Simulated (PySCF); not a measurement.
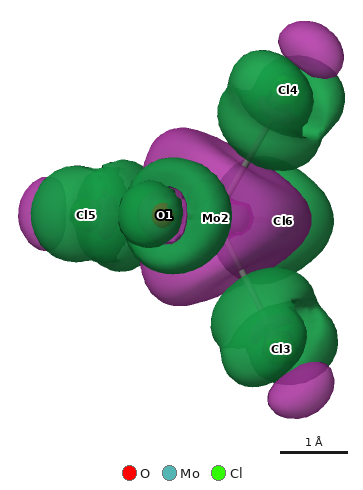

Cl4MoO, SMILES `O=[Mo](Cl)(Cl)(Cl)Cl`. Deformation density (molecule less spherical, spin-averaged free atoms at the same positions), surfaces at ±0.04 e/Å³; green: gain, purple: loss.

Method: ωB97X/def2-SVPD; geometry: GFN2-xTB; program: PySCF. Core potentials replace the inner electrons of Mo; spin–orbit coupling isn't included. This is a single-reference result, which may miss multireference character in this system. No frequency check shows the geometry to be a minimum. GFN2-xTB bond lengths at metals and heavier atoms can be off by up to 0.1 Å and shapes distorted, which carries into these values.

The calculation's input:

```python
import numpy as np
from pyscf import gto, scf, dft
from pyscf.scf import atom_ks, atom_hf
from scipy.linalg import block_diag

def solve(mol, dm0=None, hcore=None):
    mf = (dft.UKS if mol.spin else dft.RKS)(mol, xc='wb97x')
    mf.grids.level = 3
    mf = mf.density_fit(auxbasis='def2-universal-jkfit')
    mf.conv_tol, mf.max_cycle = 1e-8, 80
    if hcore is not None:
        mf.get_hcore = lambda *args: hcore
    mf.kernel(dm0)
    if not mf.converged:
        mf = mf.newton().run(mf.mo_coeff, mf.mo_occ, max_cycle=30)
    assert mf.converged, 'SCF not converged'
    return mf

mol = gto.M(atom='''
O     -0.00355    -0.00004     1.88475
Mo    -0.00047    -0.00004     0.25531
Cl     1.28275    -1.83337     0.14856
Cl     0.94616     2.02782     0.14808
Cl    -2.22943    -0.19428     0.14383
Cl     0.00335    -0.00005    -1.95819
''', basis='def2-svpd', ecp={'Mo': 'def2-svpd'}, charge=0, spin=0, verbose=4)
mf = solve(mol)
mf.analyze()
# spherically averaged free atoms, for the promolecule
atom_ks.AtomSphAverageRKS.init_guess_by_vsap = lambda self, mol=None: self.init_guess_by_minao(mol)  # core potentials
atm = atom_ks.get_atm_nrks(mol, xc='wb97x')
pro = block_diag(*[(atm[a[0]][2] * atm[a[0]][3]) @ atm[a[0]][2].T for a in mol._atom])
np.savez('result.npz', e=mf.e_tot, c=mf.mo_coeff, occ=mf.mo_occ, eps=mf.mo_energy, pro=pro, dip=mf.dip_moment(verbose=0), s2=mf.spin_square()[0])
```

Run with:

```sh
OMP_NUM_THREADS=1 python input.py
```

The run took 11 s on 1 thread of AMD EPYC 9R45 96-Core Processor (Zen 5), on a shared host, peak memory 0.71 GiB.

Partitions, critical points and surface values were worked out afterwards from this run's density.

### How much density has each bond gained at its critical point, relative to the free atoms?

O1–Mo2: +0.19 e/Å³ at the bond critical point (bond length 1.63 Å). Mo2–Cl5, Mo2–Cl3 and Mo2–Cl4: +0.11 e/Å³ at the bond critical point (bond length 2.24 Å). Mo2–Cl6: +0.05 e/Å³ at the bond critical point (bond length 2.21 Å); up to 0.6 Å beside the axis the gain reaches +0.21 e/Å³. In all, 1.5 electrons gather in the regions of gain relative to the promolecule. A small or negative value marks a very polar bond, one between electron-rich atoms, whose free-atom densities already overlap strongly, a long bond to a heavier atom, or a closed-shell contact such as a hydrogen bond.
